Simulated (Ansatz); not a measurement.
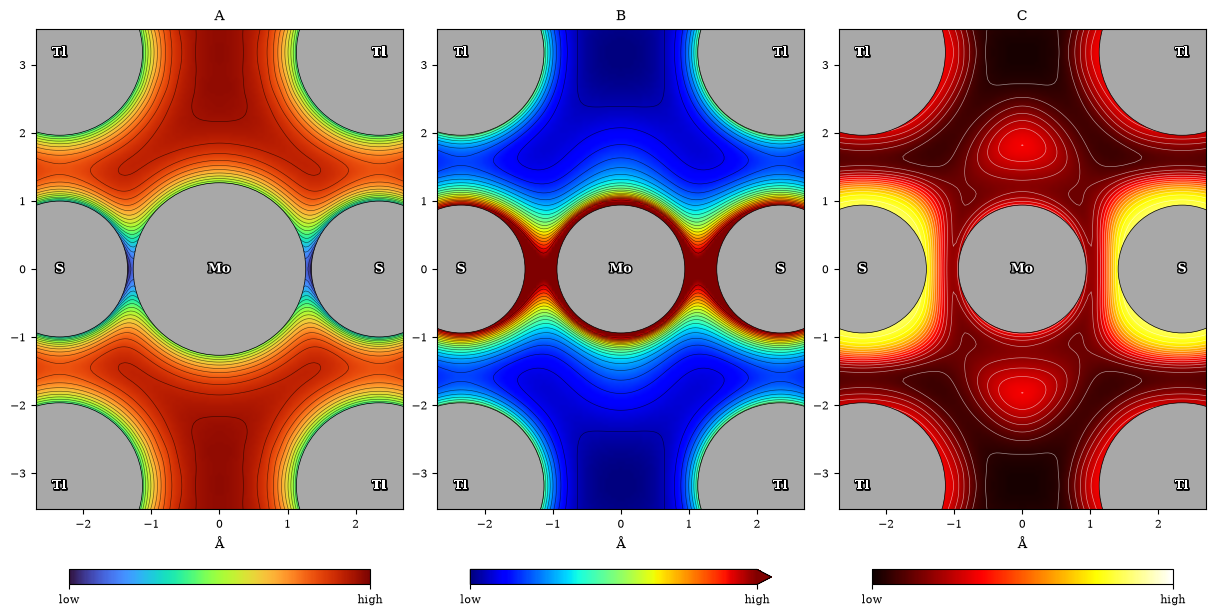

TlMoS$_{2}$: 3 fields on the (011̄) plane of the conventional cell, with unlabelled colour scales. Grey discs cover the atomic cores.

Space group P4/mmm; a structure generated by program, which may or may not match a known phase; computed without spin polarisation.

All numbers below come from DFT PBE, scalar-relativistic, plane waves, PAW in Ansatz.

```cif
data_structure
_symmetry_space_group_name_H-M 'P 1'
_symmetry_Int_Tables_number 1
_cell_length_a 4.6946
_cell_length_b 4.6946
_cell_length_c 4.2983
_cell_angle_alpha 90.000
_cell_angle_beta 90.000
_cell_angle_gamma 90.000
_cell_volume 94.73
loop_
_atom_site_label
_atom_site_type_symbol
_atom_site_fract_x
_atom_site_fract_y
_atom_site_fract_z
_atom_site_occupancy
Tl1 Tl 0.50000 0.50000 0.50000 1
Mo1 Mo 0.00000 0.00000 0.00000 1
S1 S 0.50000 0.00000 0.00000 1
S2 S 0.00000 0.50000 0.00000 1
```

Question: Which field does each panel show? The fields are: electron localisation function, electrostatic potential energy of an electron and valence pseudo-density.

Answer: Panel A: electrostatic potential energy of an electron (low next to the atoms, rising into the space between them). Panel B: valence pseudo-density. Panel C: electron localisation function. From the grid: Tl–S (3.18 Å): ρ is about 0.14 e/Å³ halfway; the ELF peaks at about 0.85 in the valence shell of S, 0.8 Å from its nucleus, and drops to about 0.10 between the two atoms.
